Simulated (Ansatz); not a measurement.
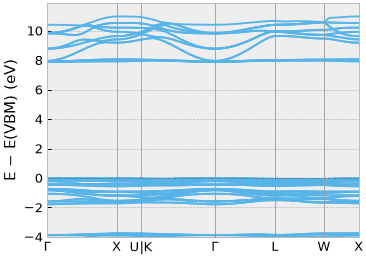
Band structure from the program Ansatz at the r²SCAN with spin–orbit coupling level (PAW)

Problem. Read off the gap and where the band edges lie.

Solution. About 7.9 eV (7.88 eV by a search for the band edges); maximum at Γ, minimum at Γ.

The material is Cs$_{2}$KScF$_{6}$ in space group Fm-3m (No. 225; K on 4b, Cs on 8c, Sc on 4a, F on 24e).

The first step of the workflow began from a Materials Project structure, measured or hypothetical; the Crystallography Open Database copy checked does not list it. Its standing as an ambient phase is unchecked. The r²SCAN relaxation kept the symmetry of its start; its stability against distortions is not shown here. No spin polarisation was allowed.

Potentials: the later of the program's two PAW sets.
